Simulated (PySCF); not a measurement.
# One shape, several levels: triplet H2O2

Wanted: a comparison of 3 runs (U-wB97X-V/STO-3G, UPBE/STO-3G, UCCSD(T)/STO-3G) of triplet H2O2. Input form: a Python script.

The calculation is run with PySCF 2.14.0.

8 further runs of the same task are left out: 8 set aside as unsound or not needed.

## Step 1: The molecule

H2O2: 4 atoms, total charge 0, spin state triplet. SMILES of the parent species: `OO`. The coordinates come from a PBE0-D4/def2-TZVP relaxation. That shape belongs to the parent species and isn't relaxed for this state.

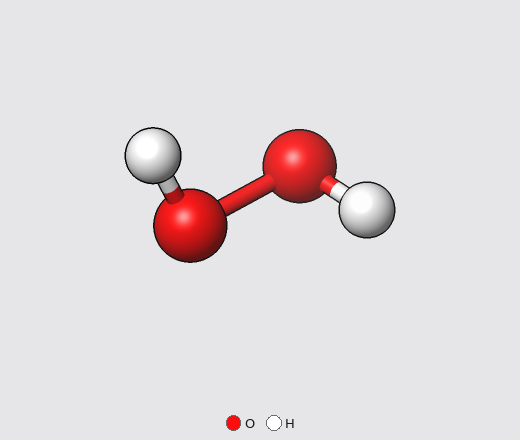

The structure, seen from a chosen angle (oxygen red, hydrogen white).

## Step 2: The energy at U-wB97X-V/STO-3G (run 1)

File input.py:

```python
from pyscf import gto, dft

mol = gto.M(
    atom=[
    ('O', (-0.486800, -0.581100, 0.030600)),
    ('O', (0.048300, 0.728400, 0.206900)),
    ('H', (0.186400, -1.117000, 0.467400)),
    ('H', (0.252100, 0.969800, -0.704900)),
],
    basis='sto-3g',
    spin=2,
    verbose=3,
    max_memory=1860,
    charge=0,
)

mf = dft.UKS(mol)
mf.xc = 'wb97x-v'
mf.grids.level = 5
mf.nlcgrids.level = 1
mf.conv_tol = 1e-10
mf.kernel()
if not mf.converged:
    mf = mf.newton().run(mf.mo_coeff, mf.mo_occ)

e_tot = mf.e_tot
print('E = %.10f Eh' % e_tot)
```

Started as:

```sh
OMP_NUM_THREADS=1 python input.py
```

Standard output:

```text
WARN: HOMO 0.064909240350245 >= LUMO -0.291216393123515

converged SCF energy = -149.188597260281  <S^2> = 2.0017829  2S+1 = 3.0011884
E = -149.1885972603 Eh
```

Wall time 10 s (1 thread of Arm Neoverse V2, shared host); peak memory 0.18 GiB.

## Step 3: The energy at UPBE/STO-3G (run 2)

File input.py:

```python
from pyscf import gto, dft

mol = gto.Mole()
mol.atom = 'O -0.486800 -0.581100 0.030600; O 0.048300 0.728400 0.206900; H 0.186400 -1.117000 0.467400; H 0.252100 0.969800 -0.704900'
mol.basis = 'sto-3g'
mol.spin = 2
mol.verbose = 4
mol.max_memory = 1860
mol.build()

mf = dft.UKS(mol, xc='pbe')
mf.grids.level = 5
mf.conv_tol = 1e-10
mf.kernel()
if not mf.converged:
    mf = mf.newton().run(mf.mo_coeff, mf.mo_occ)

energy = mf.e_tot
print('E(%s) = %.9f' % ('PBE', energy))
```

Started as:

```sh
OMP_NUM_THREADS=1 python input.py
```

Standard output:

```text
PySCF version 2.14.0

[... 56 lines left out ...]
[... the frontier-level lines of each cycle are left out ...]
[... 5 lines left out ...]
[... 5 lines left out ...]
[... 5 lines left out ...]
[... 5 lines left out ...]
[... 5 lines left out ...]
[... 5 lines left out ...]

cycle= 7 E= -149.072076495113  delta_E= -6.75e-07  |g|= 1.56e-05  |ddm|= 0.00196


cycle= 8 E= -149.07207649543  delta_E= -3.16e-10  |g|= 1.94e-06  |ddm|= 4.32e-05


cycle= 9 E= -149.072076495436  delta_E= -6.17e-12  |g|= 3.95e-07  |ddm|= 8.62e-06


Extra cycle  E= -149.07207649543  delta_E= 5.94e-12  |g|= 2.6e-06  |ddm|= 6.43e-06
converged SCF energy = -149.07207649543  <S^2> = 2.0011557  2S+1 = 3.0007703
E(PBE) = -149.072076495
```

Wall time 2.1 s (1 thread of Arm Neoverse V2, shared host); peak memory 0.18 GiB.

## Step 4: A single-point energy at UCCSD(T)/STO-3G (run 3)

File run.py:

```python
from pyscf import gto, cc

mol = gto.Mole()
mol.atom = '''
O     -0.919919    -1.098120     0.057826
O      0.091274     1.376477     0.390984
H      0.352245    -2.110824     0.883258
H      0.476400     1.832656    -1.332068
'''
mol.max_memory = 1860
mol.unit = 'bohr'
mol.basis = 'sto-3g'
mol.verbose = 4
mol.spin = 2
mol.charge = 0
mol.build()

mf = mol.UHF()
mf.conv_tol = 1e-10
mf.kernel()
if not mf.converged:
    mf = mf.newton().run(mf.mo_coeff, mf.mo_occ)

mycc = cc.CCSD(mf, frozen=2)
mycc.kernel()
e_t = mycc.ccsd_t()
e_final = mycc.e_tot + e_t
print('Final energy', e_final)
```

Started as:

```sh
OMP_NUM_THREADS=1 python run.py
```

Standard output:

```text
PySCF version 2.14.0

[... 39 lines left out ...]
WARN: HOMO 0.128739171502212 >= LUMO -0.298990534011843
[... 54 lines left out ...]
converged SCF energy = -148.516730622724  <S^2> = 2.0060515  2S+1 = 3.0040316
[... 12 lines left out ...]
Init t2, MP2 energy = -0.0701403754985273
[... 15 lines left out ...]
UCCSD converged
[... 2 lines left out ...]
Final energy -148.61917197731594
```

It took 0.72 s on 1 thread of Arm Neoverse V2, shared host; peak memory 0.12 GiB.

## Step 5: Overview of the runs

```csv
run,level,nlc grid,integration grid,energy (Eh),dipole moment (D) of the reference,HOMO energy (eV),LUMO energy (eV),wall time
1,U-wB97X-V/STO-3G,1,5,-149.188597,1.11,0.19,3.55,10 s
2,UPBE/STO-3G,–,5,-149.072076,1.08,–,–,2.1 s
3,UCCSD(T)/STO-3G,–,–,-148.619172,1.17,-3.67,6.13,0.72 s
```

## Step 6: What came out

```
                                                         quantity          value
                                              run 3: total energy  -148.61917 Eh
                      run 3: dipole moment (Hartree–Fock density)         1.17 D
run 3: HOMO energy (Hartree–Fock orbitals) (highest over α and β)       -3.67 eV
 run 3: LUMO energy (Hartree–Fock orbitals) (lowest over α and β)        6.13 eV
               run 3: correlation energy (2 core orbitals frozen)     -102.4 mEh
                                            run 3: (T) correction      -0.60 mEh
                         run 3: ⟨S²⟩ of the reference determinant          2.006
                                             run 3: T1 diagnostic          0.011
```

**Reading.** Totals of different functionals can't be ranked against each other. In runs 1, 2, 3 the basis is minimal, so the values are rough. All runs together took 13 s, the longest 10 s.
